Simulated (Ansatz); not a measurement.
The calculation's input:

```
crystal:
  periodic: [false, false, false]
  atoms:
    - { symbol: Ge, position_ang: [0.0, 0.0, 0.0] }
    - { symbol: O, position_ang: [1.1168, 0.0, 1.6228] }
    - { symbol: H, position_ang: [0.2072, -0.2814, 1.96] }
    - { symbol: H, position_ang: [1.7092, 0.0, 0.376] }
    - { symbol: Cl, position_ang: [-1.0456, 1.8115, -0.7393] }
    - { symbol: O, position_ang: [-0.8337, -1.4443, -0.5894] }
    - { symbol: H, position_ang: [-1.2883, -1.91, 0.183] }
basis:
  gaussian: { orbitals: def2-SVP }
hamiltonian:
  xc: pbe
relax:
  f_tol: 0.15
  max_steps: 25
  restrain:
    - { distance: [1, 3], at: 1.01, k: 30.0 }
    - { distance: [0, 1], at: 2.97, k: 30.0 }
    - { distance: [0, 3], at: 2.75, k: 30.0 }
output:
  orbitals: {}
```

Command:

```sh
ansatz run input.yaml --threads 2 --pin off --max-ram 3072MiB --backend cpu --events-out ev --progress --plain --runs-dir out
```

The fields are those of the run's last geometry, not of the input's.

Not at a stationary point (largest force 0.9 eV/Å).

Computed with Ansatz 0.2.0, RKS PBE/def2-SVP.

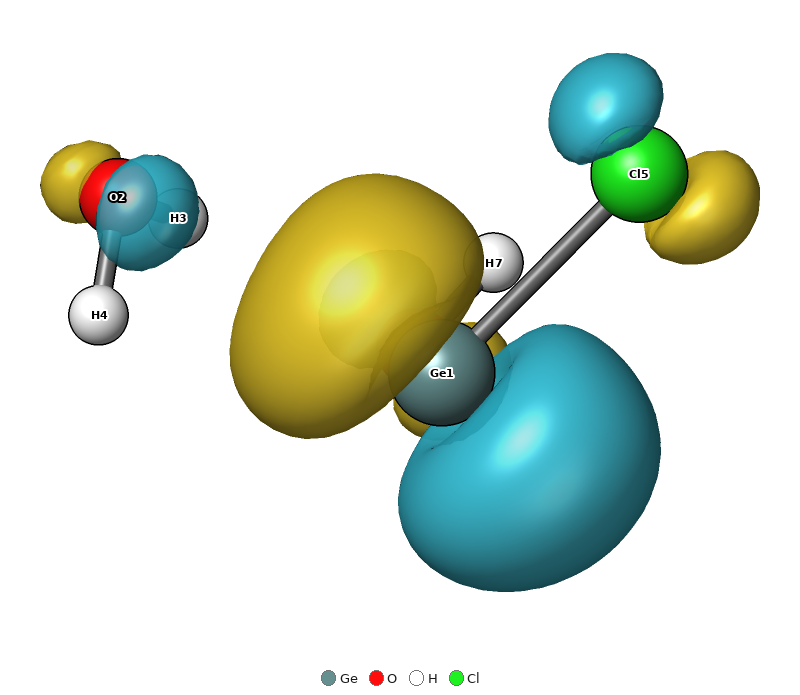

ClGeHO···H$_{2}$O. One frontier orbital at ±0.15 Å⁻³ᐟ² (yellow and cyan are the two phases), seen from one side.

Which orbital is it: HOMO or LUMO?

The LUMO, at −2.84 eV. Its weight (Hirshfeld) is mainly on Ge1 (about 70 %), Cl5 (about 10 %) and O6 (about 10 %).
